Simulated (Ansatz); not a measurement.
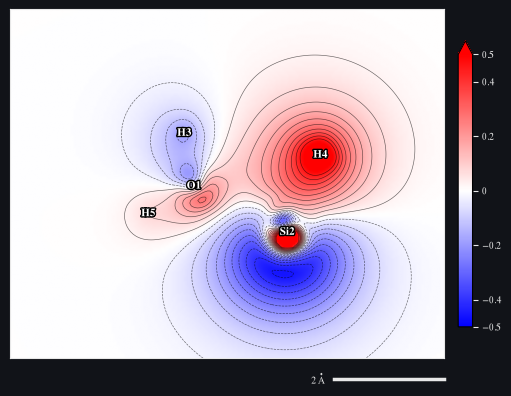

Figure. H3OSi (SMILES [OH2+][SiH]) (charge +1). One frontier orbital on the molecular plane (values in Å⁻³ᐟ²; the overall sign is arbitrary).

Geometry: PBE0-D3(BJ)/def2-SVP.

The calculation used isolated molecule in a Gaussian basis; Kohn-Sham density functional theory, functional PBE0 in Ansatz 0.2.0.

```yaml
atoms:
  - { symbol: O, position_ang: [0.9344, 0.9744, 0.4448] }
  - { symbol: Si, position_ang: [-0.1243, -0.4567, 1.0861] }
  - { symbol: H, position_ang: [0.6578, 1.9023, 0.3193] }
  - { symbol: H, position_ang: [-1.2555, 0.5525, 1.1997] }
  - { symbol: H, position_ang: [1.8693, 0.8671, 0.1873] }
```

**Which orbital is it: HOMO or LUMO?**

The HOMO, at −13.35 eV. It lies mainly on Si2 (about 75 %) and H4 (about 20 %); it is symmetric in the molecular plane (an in-plane orbital: σ, lone-pair or in-plane π type).
